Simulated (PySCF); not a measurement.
Dissociation curve of CuH, singlet.

RHF/def2-TZVP (PySCF); RKS-BLYP = PySCF with restricted BLYP/def2-TZVP; UKS-BLYP = unrestricted BLYP/def2-TZVP run with PySCF.

Magnitude of the dipole moment (D; its direction can reverse along the curve, and a method can change to another solution) and Mulliken charge of the fragment that holds Cu1:

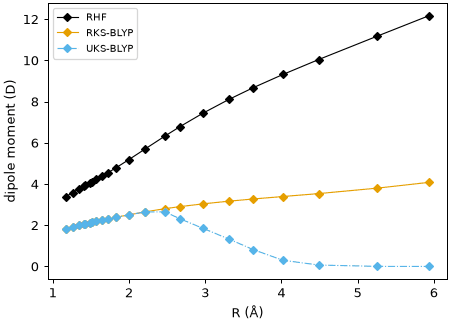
Figure: Dipole moment against bond length.

| R / Å | μ RHF | q RHF | μ RKS-BLYP | q RKS-BLYP | μ UKS-BLYP | q UKS-BLYP |
|---|---|---|---|---|---|---|
| 1.17 | 3.38 | 0.34 | 1.84 | 0.12 | 1.84 | 0.12 |
| 1.26 | 3.59 | 0.33 | 1.92 | 0.09 | 1.92 | 0.09 |
| 1.35 | 3.78 | 0.33 | 2.00 | 0.08 | 2.00 | 0.08 |
| 1.41 | 3.90 | 0.33 | 2.06 | 0.08 | 2.06 | 0.08 |
| 1.43 | 3.94 | 0.33 | 2.07 | 0.08 | 2.07 | 0.08 |
| 1.49 | 4.06 | 0.33 | 2.12 | 0.08 | 2.12 | 0.08 |
| 1.52 | 4.12 | 0.33 | 2.14 | 0.08 | 2.14 | 0.08 |
| 1.57 | 4.22 | 0.34 | 2.18 | 0.08 | 2.18 | 0.08 |
| 1.65 | 4.39 | 0.35 | 2.24 | 0.09 | 2.24 | 0.09 |
| 1.72 | 4.54 | 0.36 | 2.30 | 0.10 | 2.30 | 0.10 |
| 1.83 | 4.79 | 0.37 | 2.38 | 0.11 | 2.38 | 0.11 |
| 2.00 | 5.19 | 0.39 | 2.51 | 0.13 | 2.51 | 0.13 |
| 2.21 | 5.70 | 0.41 | 2.65 | 0.15 | 2.65 | 0.15 |
| 2.47 | 6.32 | 0.42 | 2.80 | 0.17 | 2.65 | 0.16 |
| 2.67 | 6.79 | 0.43 | 2.90 | 0.17 | 2.32 | 0.14 |
| 2.97 | 7.44 | 0.43 | 3.04 | 0.17 | 1.85 | 0.11 |
| 3.31 | 8.10 | 0.43 | 3.17 | 0.17 | 1.33 | 0.07 |
| 3.63 | 8.68 | 0.43 | 3.27 | 0.16 | 0.82 | 0.04 |
| 4.02 | 9.32 | 0.43 | 3.39 | 0.16 | 0.30 | 0.01 |
| 4.49 | 10.04 | 0.43 | 3.54 | 0.15 | 0.07 | 0.00 |
| 5.26 | 11.18 | 0.43 | 3.80 | 0.15 | 0.00 | 0.00 |
| 5.94 | 12.18 | 0.42 | 4.08 | 0.14 | 0.00 | 0.00 |

The restricted form behind RHF, RKS-BLYP keeps the bonding electrons paired and can't separate into open-shell fragments. At the longest distance RKS-BLYP leaves fractional charges on the fragments, a sign of delocalisation error or of the restricted form. The unrestricted determinant behind UKS-BLYP is spin-contaminated at 2.47 to 5.94 Å (<S²> up to 1.0, against 0.00 for a pure singlet).
